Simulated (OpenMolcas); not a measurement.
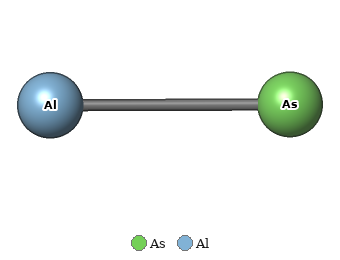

The molecule at the reference distance of 2.555 Å.

Run report: AsAl, relativistic diatomic calculation (part 1 of 2)

- system: AsAl.
- method: SA-CASSCF(6,7)/XMS-CASPT2 + RASSI spin-orbit (X2C scalar, AMFI), ANO-RCC-VTZP (OpenMolcas)

### Input file
```
&GATEWAY
Coord
2
angstrom
As 0.0 0.0 0.0
Al 0.0 0.0 2.5550
Basis=ANO-RCC-VTZP
Group=XY
RX2C
AMFI
ANGMom
0.0 0.0 0.0
RICD
&SEWARD
&GUESSORB
&RASSCF
FileOrb=$CurrDir/o32.orb
Symmetry=2
Spin=3
nActEl=6 0 0
Inactive=12 8
RAS2=3 4
CIRoot=8 8 1
Linear
Iterations=120 100
OrbListing=Nothing
PRWF=0.15
>>COPY $Project.RasOrb $CurrDir/o32.orb
>>COPY $Project.rasscf.h5 $CurrDir/r32.h5
&CASPT2
XMultistate=all
Imaginary=0.2
IPEA=0.25
MaxIter=40
>>COPY $Project.JobMix JOB001
&RASSCF
FileOrb=$CurrDir/o11.orb
Symmetry=1
Spin=1
nActEl=6 0 0
Inactive=12 8
RAS2=3 4
CIRoot=7 7 1
Linear
Iterations=120 100
OrbListing=Nothing
PRWF=0.15
>>COPY $Project.RasOrb $CurrDir/o11.orb
>>COPY $Project.rasscf.h5 $CurrDir/r11.h5
&CASPT2
XMultistate=all
Imaginary=0.2
IPEA=0.25
MaxIter=40
>>COPY $Project.JobMix JOB002
&RASSCF
FileOrb=$CurrDir/o12.orb
Symmetry=2
Spin=1
nActEl=6 0 0
Inactive=12 8
RAS2=3 4
CIRoot=4 4 1
Linear
Iterations=120 100
OrbListing=Nothing
PRWF=0.15
>>COPY $Project.RasOrb $CurrDir/o12.orb
>>COPY $Project.rasscf.h5 $CurrDir/r12.h5
&CASPT2
XMultistate=all
Imaginary=0.2
IPEA=0.25
MaxIter=40
>>COPY $Project.JobMix JOB003
&RASSCF
FileOrb=$CurrDir/o52.orb
Symmetry=2
Spin=5
nActEl=6 0 0
Inactive=12 8
RAS2=3 4
CIRoot=2 2 1
Linear
Iterations=120 100
OrbListing=Nothing
PRWF=0.15
>>COPY $Project.RasOrb $CurrDir/o52.orb
>>COPY $Project.rasscf.h5 $CurrDir/r52.h5
&CASPT2
XMultistate=all
Imaginary=0.2
IPEA=0.25
MaxIter=40
>>COPY $Project.JobMix JOB004
&RASSCF
FileOrb=$CurrDir/o51.orb
Symmetry=1
Spin=5
nActEl=6 0 0
Inactive=12 8
RAS2=3 4
CIRoot=1 1 1
Linear
Iterations=120 100
OrbListing=Nothing
PRWF=0.15
>>COPY $Project.RasOrb $CurrDir/o51.orb
>>COPY $Project.rasscf.h5 $CurrDir/r51.h5
&CASPT2
XMultistate=all
Imaginary=0.2
IPEA=0.25
MaxIter=40
>>COPY $Project.JobMix JOB005
&RASSI
Nr of JobIphs=5 8 7 4 2 1
1 2 3 4 5 6 7 8
1 2 3 4 5 6 7
1 2 3 4
1 2
1
SpinOrbit
EJob
Omega
MEES
MESO
Properties=4
'AngMom' 3 'Mltpl  1' 1 'Mltpl  1' 2 'Mltpl  1' 3
Thrs=1.0d-4
>>COPY $Project.rassi.h5 $CurrDir/so.h5
```

The first orbital files come from an earlier step.

Run as:
```bash
pymolcas m.inp (one call a module block, same work directory)
```

### Log (extracts)
```
++    Wave function specifications:
      Number of closed shell electrons          40
      Number of electrons in active shells       6
      Number of inactive orbitals               20
      Number of active orbitals                  7
      Number of secondary orbitals              50
      Spin quantum number                      1.0
      State symmetry                             2
++    Orbital specifications:
      Symmetry species                           1   2
                                                 a   b
      Frozen orbitals                            0   0
      Inactive orbitals                         12   8
      Active orbitals                            3   4
      RAS2 orbitals                              3   4
      Secondary orbitals                        26  24
      Number of basis functions                 41  36
      printout of CI-coefficients larger than  0.15 for root  1
      energy=   -2501.399807
      conf/sym  111 2222     Coeff  Weight
            34  0u2 2u00   0.48320 0.23349
           100  02u u200  -0.20690 0.04281
           127  0u2 u200   0.73569 0.54124
           133  0u2 uu0d  -0.23319 0.05438
      printout of CI-coefficients larger than  0.15 for root  2
      energy=   -2501.399807
      conf/sym  111 2222     Coeff  Weight
            25  02u 2u00  -0.20690 0.04281
            34  0u2 2u00   0.73569 0.54124
           127  0u2 u200  -0.48320 0.23349
           129  0u2 uud0  -0.23319 0.05438
      printout of CI-coefficients larger than  0.15 for root  3
      energy=   -2501.323745
      conf/sym  111 2222     Coeff  Weight
            25  02u 2u00  -0.23375 0.05464
            36  0u2 200u  -0.17007 0.02892
            58  0u2 duu0  -0.51609 0.26635
            59  0u2 du0u   0.16386 0.02685
           128  0u2 udu0   0.47607 0.22664
           129  0u2 uud0   0.44258 0.19588
           131  0u2 ud0u   0.15301 0.02341
           208  0u2 02u0  -0.15745 0.02479
      printout of CI-coefficients larger than  0.15 for root  4
      energy=   -2501.323745
      conf/sym  111 2222     Coeff  Weight
            36  0u2 200u   0.15745 0.02479
            59  0u2 du0u   0.67033 0.44934
           100  02u u200   0.23375 0.05464
           128  0u2 udu0  -0.21841 0.04770
           131  0u2 ud0u  -0.20891 0.04364
           133  0u2 uu0d  -0.44258 0.19588
           208  0u2 02u0  -0.17007 0.02892
      printout of CI-coefficients larger than  0.15 for root  5
      energy=   -2501.311777
      conf/sym  111 2222     Coeff  Weight
            25  02u 2u00   0.18164 0.03299
            36  0u2 200u  -0.24638 0.06070
            58  0u2 duu0   0.19199 0.03686
            59  0u2 du0u   0.24214 0.05863
           100  02u u200   0.34185 0.11686
           106  02u uu0d  -0.19108 0.03651
           128  0u2 udu0   0.27886 0.07776
           131  0u2 ud0u  -0.44000 0.19360
           133  0u2 uu0d   0.35895 0.12885
           208  0u2 02u0   0.30774 0.09470
           210  0u2 020u   0.23091 0.05332
      printout of CI-coefficients larger than  0.15 for root  6
      energy=   -2501.311777
      conf/sym  111 2222     Coeff  Weight
            25  02u 2u00   0.34185 0.11686
            35  0u2 20u0   0.23091 0.05332
            36  0u2 200u  -0.30774 0.09470
            58  0u2 duu0   0.50212 0.25212
           100  02u u200  -0.18164 0.03299
           102  02u uud0  -0.19108 0.03651
           129  0u2 uud0   0.35895 0.12885
           131  0u2 ud0u   0.30570 0.09345
           208  0u2 02u0  -0.24638 0.06070
      printout of CI-coefficients larger than  0.15 for root  7
      energy=   -2501.299453
      conf/sym  111 2222     Coeff  Weight
            35  0u2 20u0   0.32759 0.10731
            36  0u2 200u  -0.35651 0.12710
            58  0u2 duu0  -0.25209 0.06355
            59  0u2 du0u  -0.23164 0.05366
           128  0u2 udu0  -0.43664 0.19065
           131  0u2 ud0u  -0.40121 0.16097
           208  0u2 02u0  -0.32759 0.10731
           210  0u2 020u   0.35651 0.12710
      printout of CI-coefficients larger than  0.15 for root  8
      energy=   -2501.299453
      conf/sym  111 2222     Coeff  Weight
            35  0u2 20u0  -0.35651 0.12710
            36  0u2 200u  -0.32759 0.10731
            58  0u2 duu0  -0.23164 0.05366
            59  0u2 du0u   0.25209 0.06355
           128  0u2 udu0  -0.40121 0.16097
           131  0u2 ud0u   0.43664 0.19065
           208  0u2 02u0   0.35651 0.12710
           210  0u2 020u   0.32759 0.10731
      Natural orbitals and occupation numbers for root  1
      sym 1:   0.035425   1.009040   1.913274
      sym 2:   0.986460   1.896106   0.045557   0.114138
      Natural orbitals and occupation numbers for root  2
      sym 1:   0.035425   1.009040   1.913274
      sym 2:   1.896106   0.986460   0.114138   0.045557
      Natural orbitals and occupation numbers for root  3
      sym 1:   0.036742   1.076248   1.866749
      sym 2:   1.182207   0.940614   0.791679   0.105761
      Natural orbitals and occupation numbers for root  4
      sym 1:   0.036742   1.076248   1.866749
      sym 2:   0.940614   1.182207   0.105761   0.791679
      Natural orbitals and occupation numbers for root  5
      sym 1:   0.057524   1.180642   1.735527
      sym 2:   0.830158   1.335910   0.261554   0.598686
      Natural orbitals and occupation numbers for root  6
      sym 1:   0.057524   1.180642   1.735527
      sym 2:   1.335910   0.830158   0.598686   0.261553
      Natural orbitals and occupation numbers for root  7
      sym 1:   0.035288   0.996961   1.949461
      sym 2:   0.998376   0.998376   0.510769   0.510768
      Natural orbitals and occupation numbers for root  8
      sym 1:   0.035288   0.996961   1.949461
      sym 2:   0.998376   0.998376   0.510768   0.510769
      RASSCF energy for state  8                  -2501.29945275
::    RASSCF root number  1 Total energy:  -2501.39980655
::    RASSCF root number  2 Total energy:  -2501.39980655
::    RASSCF root number  3 Total energy:  -2501.32374522
::    RASSCF root number  4 Total energy:  -2501.32374522
::    RASSCF root number  5 Total energy:  -2501.31177651
::    RASSCF root number  6 Total energy:  -2501.31177650
::    RASSCF root number  7 Total energy:  -2501.29945275
::    RASSCF root number  8 Total energy:  -2501.29945275
      Von Neumann Entropy (Root   1) =  1.59816
++    Wave function specifications:
      Number of closed shell electrons           8
      Number of electrons in active shells       6
      Number of inactive orbitals                4
      Number of active orbitals                  7
      Number of secondary orbitals              50
      Spin quantum number                      1.0
      State symmetry                             2
      Number of CSFs                           300
      Number of CASSCF root(s) available         8
      CASPT2 state passed to geometry opt.       8
      A file JOBMIX will be created
      This is a MULTI-STATE CASSCF reference
      Number of CI roots used                    8
      These are:                                 1   2   3   4   5   6   7   8
      Off-diagonal elements of Heff are computed
  FINAL CASPT2 RESULT:
      Reference energy:       -2501.3998065513
      E2 (Non-variational):      -0.1517091780
      Shift correction:          -0.0027557926
      E2 (Variational):          -0.1544649706
      Total energy:           -2501.5542715219
      Reference weight:           0.92119
  FINAL CASPT2 RESULT:
      Reference energy:       -2501.3998065512
      E2 (Non-variational):      -0.1517091779
      Shift correction:          -0.0027557926
      E2 (Variational):          -0.1544649705
      Total energy:           -2501.5542715218
      Reference weight:           0.92119
  FINAL CASPT2 RESULT:
      Reference energy:       -2501.3237452239
      E2 (Non-variational):      -0.1410378659
      Shift correction:          -0.0024320825
      E2 (Variational):          -0.1434699484
      Total energy:           -2501.4672151724
      Reference weight:           0.92874
  FINAL CASPT2 RESULT:
      Reference energy:       -2501.3237452237
      E2 (Non-variational):      -0.1410378660
      Shift correction:          -0.0024320825
      E2 (Variational):          -0.1434699485
      Total energy:           -2501.4672151722
      Reference weight:           0.92874
  FINAL CASPT2 RESULT:
      Reference energy:       -2501.3117765051
      E2 (Non-variational):      -0.1427478657
      Shift correction:          -0.0029426687
      E2 (Variational):          -0.1456905344
      Total energy:           -2501.4574670395
      Reference weight:           0.92526
  FINAL CASPT2 RESULT:
      Reference energy:       -2501.3117765049
      E2 (Non-variational):      -0.1427478657
      Shift correction:          -0.0029426687
      E2 (Variational):          -0.1456905344
      Total energy:           -2501.4574670393
      Reference weight:           0.92526
  FINAL CASPT2 RESULT:
      Reference energy:       -2501.2994527489
      E2 (Non-variational):      -0.1440783119
      Shift correction:          -0.0022467732
      E2 (Variational):          -0.1463250851
      Total energy:           -2501.4457778340
      Reference weight:           0.92893
  FINAL CASPT2 RESULT:
      Reference energy:       -2501.2994527489
      E2 (Non-variational):      -0.1440783119
      Shift correction:          -0.0022467732
      E2 (Variational):          -0.1463250851
      Total energy:           -2501.4457778340
      Reference weight:           0.92893
       Total XMS-CASPT2 energies:
::    XMS-CASPT2 Root  1     Total energy:  -2501.55342819
::    XMS-CASPT2 Root  2     Total energy:  -2501.55342819
::    XMS-CASPT2 Root  3     Total energy:  -2501.46881009
::    XMS-CASPT2 Root  4     Total energy:  -2501.46881009
::    XMS-CASPT2 Root  5     Total energy:  -2501.45682203
::    XMS-CASPT2 Root  6     Total energy:  -2501.45682203
::    XMS-CASPT2 Root  7     Total energy:  -2501.44567125
::    XMS-CASPT2 Root  8     Total energy:  -2501.44567125
++    Wave function specifications:
      Number of closed shell electrons          40
      Number of electrons in active shells       6
      Number of inactive orbitals               20
      Number of active orbitals                  7
      Number of secondary orbitals              50
      Spin quantum number                      0.0
      State symmetry                             1
      printout of CI-coefficients larger than  0.15 for root  1
      energy=   -2501.377503
      conf/sym  111 2222     Coeff  Weight
            52  022 2000   0.67703 0.45837
            54  022 0200  -0.67703 0.45837
      printout of CI-coefficients larger than  0.15 for root  2
      energy=   -2501.377503
      conf/sym  111 2222     Coeff  Weight
            53  022 ud00   0.95746 0.91673
      printout of CI-coefficients larger than  0.15 for root  3
      energy=   -2501.365160
      conf/sym  111 2222     Coeff  Weight
            52  022 2000  -0.38172 0.14571
            54  022 0200  -0.38172 0.14571
           180  002 2200   0.66704 0.44494
           182  002 u2d0   0.25988 0.06754
           186  002 2u0d  -0.25988 0.06754
      printout of CI-coefficients larger than  0.15 for root  4
      energy=   -2501.336820
      conf/sym  111 2222     Coeff  Weight
            52  022 2000   0.54867 0.30104
            54  022 0200   0.54867 0.30104
           180  002 2200   0.38505 0.14826
           182  002 u2d0   0.22986 0.05284
           186  002 2u0d  -0.22986 0.05284
      printout of CI-coefficients larger than  0.15 for root  5
      energy=   -2501.283198
      conf/sym  111 2222     Coeff  Weight
           181  002 2ud0  -0.62671 0.39277
           187  002 u20d  -0.62671 0.39277
           230  0uu 2dd0  -0.16485 0.02718
           234  0uu d20d  -0.16485 0.02718
      printout of CI-coefficients larger than  0.15 for root  6
      energy=   -2501.282514
      conf/sym  111 2222     Coeff  Weight
           181  002 2ud0   0.42627 0.18171
           182  002 u2d0  -0.48074 0.23111
           186  002 2u0d  -0.48074 0.23111
           187  002 u20d  -0.42627 0.18171
      printout of CI-coefficients larger than  0.15 for root  7
      energy=   -2501.282514
      conf/sym  111 2222     Coeff  Weight
           181  002 2ud0  -0.48074 0.23111
           182  002 u2d0  -0.42627 0.18171
           186  002 2u0d  -0.42627 0.18171
           187  002 u20d   0.48074 0.23111
      Natural orbitals and occupation numbers for root  1
      sym 1:   0.028514   1.877919   1.973249
      sym 2:   0.997737   0.997737   0.062421   0.062421
      Natural orbitals and occupation numbers for root  2
      sym 1:   0.028514   1.877919   1.973249
      sym 2:   0.997737   0.997737   0.062422   0.062422
      Natural orbitals and occupation numbers for root  3
      sym 1:   0.015828   0.699978   1.871999
      sym 2:   1.603003   1.603003   0.103094   0.103094
      Natural orbitals and occupation numbers for root  4
      sym 1:   0.024118   1.338837   1.868775
      sym 2:   1.247331   1.247331   0.136804   0.136804
      Natural orbitals and occupation numbers for root  5
      sym 1:   0.015723   0.228337   1.829125
      sym 2:   1.451087   1.451088   0.512319   0.512320
      Natural orbitals and occupation numbers for root  6
      sym 1:   0.014423   0.205605   1.821964
      sym 2:   1.469131   1.469130   0.509874   0.509873
      Natural orbitals and occupation numbers for root  7
      sym 1:   0.014423   0.205605   1.821964
      sym 2:   1.469130   1.469130   0.509874   0.509874
      RASSCF energy for state  7                  -2501.28251361
::    RASSCF root number  1 Total energy:  -2501.37750252
::    RASSCF root number  2 Total energy:  -2501.37750252
::    RASSCF root number  3 Total energy:  -2501.36515976
::    RASSCF root number  4 Total energy:  -2501.33681957
::    RASSCF root number  5 Total energy:  -2501.28319820
::    RASSCF root number  6 Total energy:  -2501.28251361
::    RASSCF root number  7 Total energy:  -2501.28251361
      Von Neumann Entropy (Root   1) =  1.50513
++    Wave function specifications:
      Number of closed shell electrons           8
      Number of electrons in active shells       6
      Number of inactive orbitals                4
      Number of active orbitals                  7
      Number of secondary orbitals              50
      Spin quantum number                      0.0
      State symmetry                             1
      Number of CSFs                           254
      Number of CASSCF root(s) available         7
      CASPT2 state passed to geometry opt.       7
      A file JOBMIX will be created
      This is a MULTI-STATE CASSCF reference
      Number of CI roots used                    7
      These are:                                 1   2   3   4   5   6   7
      Off-diagonal elements of Heff are computed
  FINAL CASPT2 RESULT:
      Reference energy:       -2501.3775025180
      E2 (Non-variational):      -0.1521246885
      Shift correction:          -0.0025462044
      E2 (Variational):          -0.1546708930
      Total energy:           -2501.5321734109
      Reference weight:           0.92181
  FINAL CASPT2 RESULT:
      Reference energy:       -2501.3775025180
      E2 (Non-variational):      -0.1520880502
      Shift correction:          -0.0025410380
      E2 (Variational):          -0.1546290881
      Total energy:           -2501.5321316061
      Reference weight:           0.92188
  FINAL CASPT2 RESULT:
      Reference energy:       -2501.3651597580
      E2 (Non-variational):      -0.1530916030
      Shift correction:          -0.0026439310
      E2 (Variational):          -0.1557355339
      Total energy:           -2501.5208952920
      Reference weight:           0.92064
  FINAL CASPT2 RESULT:
      Reference energy:       -2501.3368195655
      E2 (Non-variational):      -0.1533332771
      Shift correction:          -0.0028216465
   SPIN-FREE ENERGIES:
  (Shifted by EMIN (a.u.) =      -2501.5534281898)
 SF State       Relative EMIN(au)   Rel lowest level(eV)    D:o, cm**(-1)      Abs_M
     1             0.0000000000        0.0000000000              0.0000         1.0
     2             0.0000000000        0.0000000000              0.0000         1.0
    16             0.0172619481        0.4697215383           3788.5597         1.0
    17             0.0172619481        0.4697215383           3788.5597         1.0
     9             0.0212503409        0.5782512345           4663.9107         2.0
    10             0.0212922283        0.5793910491           4673.1040         2.0
    11             0.0323891134        0.8813526746           7108.5887         0.0
    20             0.0596736488        1.6238027058          13096.8521         1.0
    21             0.0596736529        1.6238028164          13096.8530         1.0
    12             0.0605974545        1.6489407403          13299.6040         0.0
     3             0.0846180964        2.3025757046          18571.5255         1.0
     4             0.0846180964        2.3025757046          18571.5255         1.0
    18             0.0960206275        2.6128543823          21074.0918         1.0
    19             0.0960206275        2.6128543823          21074.0918         1.0
     6             0.0966061582        2.6287874835          21202.6010         1.0
     5             0.0966061582        2.6287874835          21202.6010         1.0
     8             0.1077569370        2.9322156328          23649.9140         3.0
     7             0.1077569370        2.9322156328          23649.9140         3.0
    13             0.1139240118        3.1000302873          25003.4305         0.0
    14             0.1151743275        3.1340531117          25277.8431         2.0
    15             0.1151932809        3.1345688588          25282.0029         2.0
    22             0.1456642326        3.9637256959          31969.6038         0.0
```

(Continued in part 2.) Outcome of the run: converged.
